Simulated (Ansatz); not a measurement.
# ZnH₄O₂: nudged elastic band

System: ZnH₄O₂.
Method: RKS PBE/def2-SVP (Ansatz 0.2.0).

It belongs to a series of runs on one base structure; here: band between the two ends. Figures and captions count atoms from 1; the log counts them from 0 in places.

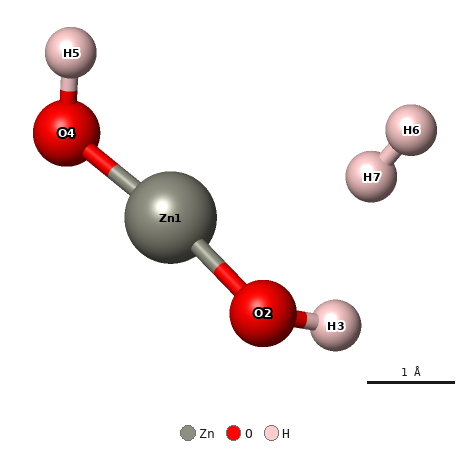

*The input geometry (ball-and-stick view, seen at a tilt; atoms are numbered from 1 in the order of the input). Sticks mark near contacts.*

Results in brief

```csv
quantity,value
outcome,converged
"barrier, forward",0.721 eV
"barrier, backward",1.344 eV
hardware,"2 threads of Arm Neoverse V1, 24 GiB of memory available, shared host"
wall time,1.7 min (CPU time 3.3 min)
peak memory,0.15 GiB
```

The order of the saddle point was not checked.

The input
```yaml
crystal:
  periodic: [false, false, false]
  atoms:
    - { symbol: Zn, position_ang: [-0.502276, -0.001968, -0.172291] }
    - { symbol: O, position_ang: [-0.261734, 0.343367, 1.56685] }
    - { symbol: H, position_ang: [-0.476044, -0.435756, 2.11383] }
    - { symbol: O, position_ang: [-0.83356, -0.178866, -1.911353] }
    - { symbol: H, position_ang: [-0.029273, -0.451243, -2.391667] }
    - { symbol: H, position_ang: [2.583098, -0.834579, 1.84812] }
    - { symbol: H, position_ang: [1.897888, -0.481555, 1.774313] }
basis:
  gaussian: { orbitals: def2-SVP }
hamiltonian:
  xc: pbe
neb:
  order_check: false
  images: 5
  f_tol: 0.05
  max_iterations: 60
  final_atoms:
    - { symbol: Zn, position_ang: [1.3613367, -0.3363707, 0.05654961] }
    - { symbol: O, position_ang: [-0.08154978, 0.08334714, 1.69200081] }
    - { symbol: H, position_ang: [-0.66299735, -0.00773772, 0.8672725] }
    - { symbol: O, position_ang: [-0.32172522, -0.48258357, -0.69936897] }
    - { symbol: H, position_ang: [-0.48039029, -0.23312622, -1.62469508] }
    - { symbol: H, position_ang: [2.87488688, -0.37521345, 0.29341227] }
    - { symbol: H, position_ang: [-0.31146194, -0.68891548, 2.24263086] }
  initial_path:
    images:
      - { positions_ang: [[-0.502276, -0.001968, -0.172291], [-0.261734, 0.343367, 1.56685], [-0.476044, -0.435756, 2.11383], [-0.83356, -0.178866, -1.911353], [-0.029273, -0.451243, -2.391667], [2.583098, -0.834579, 1.84812], [1.897888, -0.481555, 1.774313]] }
      - { positions_ang: [[-0.3419632, -8.481e-05, -0.10760469], [-0.147194, 0.21842343, 1.76422934], [-0.58672561, -0.39921172, 2.25410836], [-0.59159962, -0.10821775, -1.86287094], [0.02633834, -0.59297915, -2.30452685], [2.29497873, -0.71168938, 1.40557014], [1.72426436, -0.44684061, 1.67889663]] }
      - { positions_ang: [[-0.18165041, 0.00179837, -0.04291837], [-0.032654, 0.09347987, 1.96160868], [-0.69740721, -0.36266745, 2.39438671], [-0.34963924, -0.0375695, -1.81438887], [0.08194968, -0.73471531, -2.2173867], [2.00685945, -0.58879977, 0.96302028], [1.55064073, -0.41212622, 1.58348026]] }
      - { positions_ang: [[-0.02133761, 0.00368156, 0.02176794], [0.081886, -0.0314637, 2.15898803], [-0.80808882, -0.32612317, 2.53466507], [-0.10767885, 0.03307876, -1.76590681], [0.13756102, -0.87645146, -2.13024655], [1.71874018, -0.46591015, 0.52047043], [1.37701709, -0.37741184, 1.48806389]] }
      - { positions_ang: [[0.43955383, -0.1096692, 0.03336183], [0.0274074, 0.00680658, 2.00332562], [-0.759725, -0.21999469, 1.97886755], [-0.17902764, -0.13880868, -1.41039419], [-0.06842275, -0.66200971, -1.96172939], [2.10412241, -0.43567792, 0.44478437], [0.81419075, -0.48124639, 1.73958621]] }
      - { positions_ang: [[0.90044527, -0.22301995, 0.04495572], [-0.02707119, 0.04507686, 1.84766321], [-0.71136117, -0.1138662, 1.42307003], [-0.25037643, -0.31069613, -1.05488158], [-0.27440652, -0.44756797, -1.79321224], [2.48950464, -0.40544568, 0.36909832], [0.2513644, -0.58508093, 1.99110854]] }
      - { positions_ang: [[1.3613367, -0.3363707, 0.05654961], [-0.08154978, 0.08334714, 1.69200081], [-0.66299735, -0.00773772, 0.8672725], [-0.32172522, -0.48258357, -0.69936897], [-0.48039029, -0.23312622, -1.62469508], [2.87488688, -0.37521345, 0.29341227], [-0.31146194, -0.68891548, 2.24263086]] }
```

Launch command:
```bash
ansatz run input.yaml --threads 2 --pin off --max-ram 3072MiB --backend cpu --events-out ev --progress --plain --runs-dir out
```

Log
```
Engine: ansatz 0.2.0, aarch64-unknown-linux-gnu
Functional definition: PBE
  parameter kappa = 0.804
  parameter beta = 0.06672455060314922
  exchange = pbe_x(kappa = kappa, mu = beta*pi^2/3)
  correlation = pbe_c(beta = beta)
876 factors; their error is unknown
mean field evaluation 1: about -52541.3996 eV, gradient 9.5e1 eV
mean field evaluation 2: about -52421.8217 eV, gradient 2.3e2 eV
mean field evaluation 4: about -52555.5597 eV, gradient 2.9e1 eV
mean field evaluation 8: about -52556.7060 eV, gradient 5.2e-2 eV
mean field evaluation 16: about -52556.6761 eV, gradient 1.9e-5 eV
mean field -52556.67606203 eV, -1931.4222210850 hartree, gradient 1.9e-5 eV, S^2 0.000000; 0 other end points of the search recorded, 0 dependent functions left out
the calculation of the forces begins
reference -52556.67610989 eV, -1931.4222228437 hartree; 25, 25 occupied and 54, 54 virtual orbitals, 876 factors
876 factors; their error is unknown
mean field evaluation 32: about -52557.2988 eV, gradient 5.3e-5 eV
mean field -52557.29881011 eV, -1931.4451066550 hartree, gradient 5.3e-5 eV, S^2 0.000000; 0 other end points of the search recorded, 0 dependent functions left out
[... from here on the field's lines of each further geometry are left out, up to the last ...]
NEB iter   1: max|band force component| = 3.525e1 eV/Å  barrier→ = 7.4779 eV  barrier← = 8.1007 eV  Δτ_max = 0.2000 Å  (177 SCF iters)
NEB iter   2: max|band force component| = 4.099e0 eV/Å  barrier→ = 1.0137 eV  barrier← = 1.6364 eV  Δτ_max = 0.1945 Å  (152 SCF iters)
NEB iter   3: max|band force component| = 1.327e0 eV/Å  barrier→ = 0.9645 eV  barrier← = 1.5873 eV  Δτ_max = 0.1935 Å  (155 SCF iters)
NEB iter   4: max|band force component| = 1.290e0 eV/Å  barrier→ = 0.8496 eV  barrier← = 1.4724 eV  Δτ_max = 0.0986 Å  (147 SCF iters)
NEB iter   5: max|band force component| = 1.417e0 eV/Å  barrier→ = 0.6462 eV  barrier← = 1.2690 eV  Δτ_max = 0.0505 Å  (139 SCF iters)
NEB iter   6: max|band force component| = 1.192e0 eV/Å  barrier→ = 0.5281 eV  barrier← = 1.1509 eV  Δτ_max = 0.1018 Å  (136 SCF iters)
NEB iter   7: max|band force component| = 1.158e0 eV/Å  barrier→ = 0.3156 eV  barrier← = 0.9383 eV  Δτ_max = 0.0501 Å  (141 SCF iters)
NEB iter   8: max|band force component| = 5.766e-1 eV/Å  barrier→ = 0.3266 eV  barrier← = 0.9494 eV  CI = image 2  Δτ_max = 0.0985 Å  (133 SCF iters)
NEB iter   9: max|band force component| = 1.045e0 eV/Å  barrier→ = 0.4407 eV  barrier← = 1.0635 eV  CI = image 2  Δτ_max = 0.0497 Å  (134 SCF iters)
NEB iter  10: max|band force component| = 7.379e-1 eV/Å  barrier→ = 0.4555 eV  barrier← = 1.0783 eV  CI = image 2  Δτ_max = 0.0987 Å  (134 SCF iters)
NEB iter  11: max|band force component| = 6.497e-1 eV/Å  barrier→ = 0.4912 eV  barrier← = 1.1140 eV  CI = image 2  Δτ_max = 0.1914 Å  (133 SCF iters)
NEB iter  12: max|band force component| = 6.267e-1 eV/Å  barrier→ = 0.5533 eV  barrier← = 1.1760 eV  CI = image 2  Δτ_max = 0.1862 Å  (147 SCF iters)
NEB iter  13: max|band force component| = 4.738e-1 eV/Å  barrier→ = 0.7172 eV  barrier← = 1.3400 eV  CI = image 2  Δτ_max = 0.0980 Å  (140 SCF iters)
NEB iter  14: max|band force component| = 3.552e-1 eV/Å  barrier→ = 0.7361 eV  barrier← = 1.3588 eV  CI = image 2  Δτ_max = 0.0978 Å  (132 SCF iters)
NEB iter  15: max|band force component| = 2.138e-1 eV/Å  barrier→ = 0.7365 eV  barrier← = 1.3592 eV  CI = image 2  Δτ_max = 0.1782 Å  (132 SCF iters)
NEB iter  16: max|band force component| = 2.166e-1 eV/Å  barrier→ = 0.7276 eV  barrier← = 1.3503 eV  CI = image 2  Δτ_max = 0.0691 Å  (142 SCF iters)
NEB iter  17: max|band force component| = 7.610e-2 eV/Å  barrier→ = 0.7217 eV  barrier← = 1.3444 eV  CI = image 2  Δτ_max = 0.0111 Å  (132 SCF iters)
the calculation of the forces begins
reference -52557.15221374 eV, -1931.4397193377 hartree; 25, 25 occupied and 54, 54 virtual orbitals, 876 factors
876 factors; their error is unknown
mean field -52555.95496776 eV, -1931.3957213595 hartree, gradient 7.4e-6 eV, S^2 0.000000; 1 other end points of the search recorded, 0 dependent functions left out
the calculation of the forces begins
reference -52555.95501386 eV, -1931.3957230536 hartree; 25, 25 occupied and 54, 54 virtual orbitals, 876 factors
NEB iter  18: max|band force component| = 3.799e-2 eV/Å  barrier→ = 0.7211 eV  barrier← = 1.3438 eV  CI = image 2  Δτ_max = 0.0000 Å  (244 SCF iters)
```

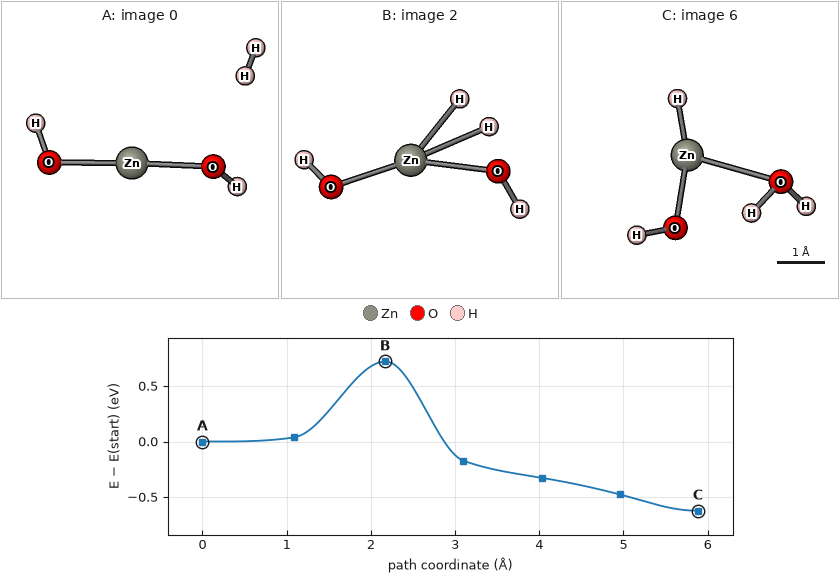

*Images of the last band (counted from 0; ball-and-stick, seen at a tilt) above the energy along the path; the line is a cubic interpolation that uses the forces.*

The highest image is number 2, 0.721 eV above the start and 1.344 eV above the end (the climbing image); the end lies 0.623 eV below the start. The path is 5.88 Å long. The band converged in 18 iterations.

```
Total energy: -52555.95501386 eV, -1931.3957230536 hartree
Atom 0 at     0.234597    -0.178429    -0.005568 Å, force    -0.028773    -0.014311    -0.021738 eV/Å
Atom 1 at     0.023570     0.195009     1.900748 Å, force    -0.009838     0.035325     0.010252 eV/Å
Atom 2 at    -0.596631    -0.360116     2.414875 Å, force     0.001834    -0.012572    -0.005221 eV/Å
Atom 3 at    -0.501990    -0.226265    -1.645462 Å, force     0.036782    -0.005034     0.019494 eV/Å
Atom 4 at     0.162601    -0.521661    -2.296262 Å, force    -0.021124     0.008902    -0.009601 eV/Å
Atom 5 at     1.856043    -0.602435     0.879847 Å, force     0.014660     0.000004     0.002877 eV/Å
Atom 6 at     1.199909    -0.346703     1.579625 Å, force     0.006459    -0.012314     0.003937 eV/Å
Dipole moment:     0.108839    -0.281371     0.133399 e Å
this run last wrote the band of iteration 18 to [file]
```

The last band as extended XYZ (Å, eV, eV/Å)
```
7
Properties=species:S:1:pos:R:3:forces:R:3 image=0 energy=-52556.67606
Zn   -0.5023   -0.0020   -0.1723    0.0009  -0.0019  -0.0020
O    -0.2617    0.3434    1.5669   -0.0027   0.0082  -0.0086
H    -0.4760   -0.4358    2.1138   -0.0022  -0.0074   0.0115
O    -0.8336   -0.1789   -1.9114    0.0050   0.0028   0.0088
H    -0.0293   -0.4512   -2.3917   -0.0025  -0.0014  -0.0095
H     2.5831   -0.8346    1.8481   -0.0109   0.0058  -0.0013
H     1.8979   -0.4816    1.7743    0.0125  -0.0061   0.0011
7
Properties=species:S:1:pos:R:3:forces:R:3 image=1 energy=-52556.63924
Zn   -0.3705   -0.0187    0.0223   -0.0956   0.0214   0.0036
O    -0.3294    0.3549    1.7780   -0.0500   0.0273  -0.0136
H    -0.6593   -0.3943    2.3098   -0.0042  -0.0065  -0.0147
O    -0.5345   -0.2033   -1.7391   -0.0115   0.0050  -0.0162
H     0.2855   -0.5339   -2.1503    0.0151  -0.0017   0.0253
H     2.3092   -0.7852    1.1462    0.0746  -0.0311   0.0342
H     1.6771   -0.4602    1.4608    0.0715  -0.0143  -0.0185
7
Properties=species:S:1:pos:R:3:forces:R:3 image=2 energy=-52555.95497
Zn    0.2346   -0.1784   -0.0056   -0.0288  -0.0143  -0.0217
O     0.0236    0.1950    1.9007   -0.0098   0.0353   0.0103
H    -0.5966   -0.3601    2.4149    0.0018  -0.0126  -0.0052
O    -0.5020   -0.2263   -1.6455    0.0368  -0.0050   0.0195
H     0.1626   -0.5217   -2.2963   -0.0211   0.0089  -0.0096
H     1.8560   -0.6024    0.8798    0.0147   0.0000   0.0029
H     1.1999   -0.3467    1.5796    0.0065  -0.0123   0.0039
7
Properties=species:S:1:pos:R:3:forces:R:3 image=3 energy=-52556.84900
Zn    0.7166   -0.3258   -0.1970    0.1642  -0.0495  -0.0688
O    -0.0388    0.1795    1.8797   -0.0110   0.0119  -0.0113
H    -0.6209   -0.4646    2.3287   -0.0115  -0.0133  -0.0309
O    -0.5269   -0.2536   -1.4982    0.0038   0.0046   0.0485
H    -0.0785   -0.4775   -2.3359   -0.0862   0.0144  -0.0128
H     2.0489   -0.5565    0.5992    0.0612  -0.0202  -0.0910
H     0.8776   -0.1421    2.0513   -0.1205   0.0522   0.1663
7
Properties=species:S:1:pos:R:3:forces:R:3 image=4 energy=-52557.00278
Zn    0.9846   -0.3004   -0.1968    0.0384   0.0000  -0.0022
O    -0.0153    0.0886    1.7479    0.0132  -0.0057  -0.0169
H    -0.8509   -0.3985    1.8835   -0.0275   0.0169  -0.0599
O    -0.4929   -0.2566   -1.2370   -0.0015  -0.0058   0.0406
H    -0.2581   -0.4244   -2.1680   -0.0348  -0.0014   0.0267
H     2.4058   -0.4781    0.3875    0.0518   0.0084  -0.0354
H     0.6047   -0.2710    2.4107   -0.0396  -0.0124   0.0471
7
Properties=species:S:1:pos:R:3:forces:R:3 image=5 energy=-52557.15217
Zn    1.1986   -0.2577   -0.0993    0.0428   0.0056   0.0132
O    -0.0239    0.0631    1.7100    0.0129   0.0050  -0.0065
H    -0.8595   -0.2507    1.3008    0.0136   0.0425  -0.1178
O    -0.4112   -0.2513   -0.9456   -0.0017  -0.0132   0.0748
H    -0.3590   -0.3874   -1.9080   -0.0509  -0.0127   0.0655
H     2.6669   -0.4103    0.3233    0.0592   0.0193  -0.0362
H     0.1663   -0.5464    2.4467   -0.0759  -0.0465   0.0069
7
Properties=species:S:1:pos:R:3:forces:R:3 image=6 energy=-52557.29881
Zn    1.3613   -0.3364    0.0566    0.0029  -0.0072   0.0031
O    -0.0815    0.0833    1.6920   -0.0086   0.0092  -0.0036
H    -0.6630   -0.0077    0.8673    0.0012  -0.0040   0.0078
O    -0.3217   -0.4826   -0.6994   -0.0159   0.0030  -0.0107
H    -0.4804   -0.2331   -1.6247    0.0158  -0.0001   0.0071
H     2.8749   -0.3752    0.2934   -0.0033   0.0021  -0.0037
H    -0.3115   -0.6889    2.2426    0.0078  -0.0030   0.0000
```
